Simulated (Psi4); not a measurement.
# CH2BCl (SMILES B[C]Cl): USVWN5/aug-cc-pVDZ

Aim: the vertical electron affinity of CH2BCl at USVWN5/aug-cc-pVDZ, from 2 runs. Input form: a Python script.

The calculation is run with Psi4 1.11.

### 1 Starting point

The species is CH2BCl (5 atoms), meant as a triplet with charge 0. SMILES: `B[C]Cl`. The coordinates come from a GFN2-xTB relaxation.

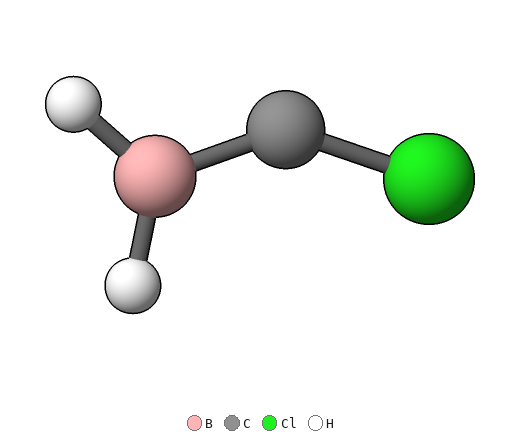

The structure, seen from a chosen angle (boron pink, carbon grey, chlorine green, hydrogen white).

### 2 A single-point energy at USVWN5/aug-cc-pVDZ

The input, calc.py:

```python
import psi4

psi4.set_memory(1600000000)
psi4.set_num_threads(1)
psi4.set_output_file('run.log', False)

molecule = psi4.geometry("""
0 3
B      0.414180     0.139370    -0.472520
C     -0.487440     0.280880     0.684730
Cl    -1.470630    -0.583120     1.652980
H      0.575730    -0.915570    -0.969770
H      0.968160     1.078440    -0.895430
units angstrom
symmetry c1
""")

options = {'basis': 'aug-cc-pVDZ', 'reference': 'uks', 'puream': True, 'e_convergence': 1e-09, 'd_convergence': 1e-08, 'scf_type': 'pk', 'dft_radial_points': 99, 'dft_spherical_points': 590, 'maxiter': 200}
psi4.set_options(options)

E = psi4.energy("scf", dft_functional={"name": "SVWN5", "x_functionals": {"LDA_X": {}}, "c_functionals": {"LDA_C_VWN": {}}}, molecule=molecule)
print(f'total energy {E:.8f} hartree = {E * 27.211386:.5f} eV')
```

On the command line:

```bash
$ python calc.py
```

run.log, cut to the lines that bear on the results:

```text
[...]
  Running in c1 symmetry.
[...]
  Nuclear repulsion =   71.802307569803247
[...]
  Multiplicity = 3
[...]
  Nalpha       = 16
  Nbeta        = 14
[...]
    Number of basis functions: 91
[...]
   @UKS iter   1:  -521.20354857390259    5.42975e-01   1.25817e-02 DIIS/ADIIS
[...]
   @UKS iter  14:  -522.08025077342597   -5.68434e-13   3.32282e-09 DIIS
[...]
   @S^2 Observed:                2.003624317E+00
[...]
    Orbital Energies [Eh]
    ---------------------
    Alpha Occupied:
       1A   -100.384374     2A     -9.873940     3A     -9.210296
       4A     -7.068890     5A     -7.061564     6A     -7.059531
       7A     -6.426366     8A     -0.863715     9A     -0.602759
      10A     -0.482213    11A     -0.387170    12A     -0.386442
      13A     -0.372192    14A     -0.315180    15A     -0.234312
      16A     -0.196971
    Alpha Virtual:
      17A     -0.060897    18A     -0.016481    19A     -0.005342
      20A      0.018448    21A      0.019561    22A      0.034007
      23A      0.055420    24A      0.062317    25A      0.068436
[...]
  @UKS Final Energy:  -522.08025077342597
   => Energetics <=
    Nuclear Repulsion Energy =             71.8023075698032471
    One-Electron Energy =                -861.9144440300742644
    Two-Electron Energy =                 304.2504863355397902
    DFT Exchange-Correlation Energy =     -36.2186006486947818
    Empirical Dispersion Energy =           0.0000000000000000
    VV10 Nonlocal Energy =                  0.0000000000000000
    Total Energy =                       -522.0802507734259734
[...]
 Multipole Moments:
 ------------------------------------------------------------------------------------
     Multipole            Electronic (a.u.)      Nuclear  (a.u.)        Total (a.u.)
 ------------------------------------------------------------------------------------
 L = 1.  Multiply by 2.5417464519 to convert [e a0] to [Debye]
 Dipole X            :         -2.6562085            2.4036172           -0.2525914
 Dipole Y            :         -0.7797015            0.5550762           -0.2246252
 Dipole Z            :          3.0653619           -2.8168870            0.2484749
 Magnitude           :                                                    0.4195220
[...]
```

Standard output:

```text
total energy -522.08025077 hartree = -14206.52723 eV
```

Wall time 15 s (1 thread of Intel Xeon 6975P-C (Granite Rapids), shared host); peak memory 0.62 GiB.

### 3 The doublet anion: energy and gradient at USVWN5/aug-cc-pVDZ

The input, ch2bcl.xyz:

```xyz
5
CH2BCl
B      0.414180     0.139370    -0.472520
C     -0.487440     0.280880     0.684730
Cl    -1.470630    -0.583120     1.652980
H      0.575730    -0.915570    -0.969770
H      0.968160     1.078440    -0.895430
```

The input, ch2bcl.py:

```python
import psi4

psi4.set_memory('1600 MB')
psi4.set_num_threads(1)
psi4.set_output_file('ch2bcl.out', False)

with open('ch2bcl.xyz') as f:
    atoms = ''.join(f.readlines()[2:])
geom = psi4.geometry('-1 2\n' + atoms + 'symmetry c1\nno_reorient\nno_com')

psi4.set_options({
    'basis': 'aug-cc-pVDZ',
    'reference': 'uks',
    'puream': True,
    'e_convergence': 1e-09,
    'd_convergence': 1e-08,
    'scf_type': 'pk',
    'dft_radial_points': 99,
    'dft_spherical_points': 590,
    'maxiter': 200,
})

E, wfn = psi4.gradient('scf', dft_functional={"name": "SVWN5", "x_functionals": {"LDA_X": {}}, "c_functionals": {"LDA_C_VWN": {}}}, return_wfn=True)
psi4.oeprop(wfn, 'DIPOLE', 'WIBERG_LOWDIN_INDICES', 'QUADRUPOLE', title='SCF')
print('gradient / Eh bohr^-1')
print(E.np.round(6))
print(f'energy = {wfn.energy():.10f} Eh')
```

On the command line:

```bash
$ python ch2bcl.py
```

ch2bcl.out, cut to the lines that bear on the results:

```text
[...]
  Running in c1 symmetry.
[...]
  Nuclear repulsion =   71.802307569803261
[...]
  Multiplicity = 2
[...]
  Nalpha       = 16
  Nbeta        = 15
[...]
    Number of basis functions: 91
[...]
   @UKS iter   1:  -521.24933534867398    4.97188e-01   1.27370e-02 ADIIS/DIIS
[...]
   @UKS iter  15:  -522.15413166473445   -3.41061e-12   7.87706e-09 DIIS
[...]
   @S^2 Observed:                7.586781435E-01
[...]
  @UKS Final Energy:  -522.15413166473445
   => Energetics <=
    Nuclear Repulsion Energy =             71.8023075698032613
    One-Electron Energy =                -868.9798841700285266
    Two-Electron Energy =                 311.4662044406970836
    DFT Exchange-Correlation Energy =     -36.4427595052062969
    Empirical Dispersion Energy =           0.0000000000000000
    VV10 Nonlocal Energy =                  0.0000000000000000
    Total Energy =                       -522.1541316647344502
[...]
  -Total Gradient:
     Atom            X                  Y                   Z
    ------   -----------------  -----------------  -----------------
       1        0.032217880429    -0.003971834242    -0.041016756978
       2       -0.045888763604    -0.027047917261     0.049137845568
       3        0.030380518790     0.028417660007    -0.029504551416
       4       -0.003406118732     0.024489996369     0.011119386047
       5       -0.013309157406    -0.021890977617     0.010269878401
[...]
 Multipole Moments:
 ------------------------------------------------------------------------------------
     Multipole            Electronic (a.u.)      Nuclear  (a.u.)        Total (a.u.)
 ------------------------------------------------------------------------------------
 L = 1.  Multiply by 2.5417464519 to convert [e a0] to [Debye]
 Dipole X            :         46.2336185          -45.9403004            0.2933182
 Dipole Y            :         13.7391750          -13.9235777           -0.1844027
 Dipole Z            :        -53.2958872           52.8768803           -0.4190069
 Magnitude           :                                                    0.5436973
 L = 2.  Multiply by 1.3450342976 to convert [e a0^2] to [Debye ang]
 Quadrupole XX       :       -170.7206469          143.9814231          -26.7392239
 Quadrupole XY       :        -52.5579079           52.0037881           -0.5541198
[...]
```

On the terminal:

```text
gradient / Eh bohr^-1
[[ 0.032218 -0.003972 -0.041017]
 [-0.045889 -0.027048  0.049138]
 [ 0.030381  0.028418 -0.029505]
 [-0.003406  0.02449   0.011119]
 [-0.013309 -0.021891  0.01027 ]]
energy = -522.1541316647 Eh
```

Wall time 22 s (1 thread of Intel Xeon 6975P-C (Granite Rapids), shared host); peak memory 0.62 GiB.

### 4 Results

At USVWN5/aug-cc-pVDZ:

| quantity | value |
| --- | --- |
| triplet CH2BCl: total energy | -522.08025 Eh |
| triplet CH2BCl: dipole moment | 1.07 D |
| triplet CH2BCl: HOMO energy (highest over α and β) | -5.36 eV |
| triplet CH2BCl: LUMO energy (lowest over α and β) | -5.14 eV |
| triplet CH2BCl: ⟨S²⟩ | 2.004 |
| doublet anion: total energy | -522.15413 Eh |
| doublet anion: HOMO energy (highest over α and β) | 1.04 eV |
| doublet anion: LUMO energy (lowest over α and β) | 2.28 eV |
| doublet anion: ⟨S²⟩ | 0.759 |
| doublet anion: largest force on an atom | 3.727 eV/Å |
| vertical electron affinity (to the doublet anion) | 2.010 eV |

In words: At fixed nuclei the extra electron is bound by 2.01 eV (46 kcal/mol). The HOMO (doublet anion) lies at positive energy, 1.04 eV, as semi-local functionals often give for anions; only total energies tell whether the electron is bound.
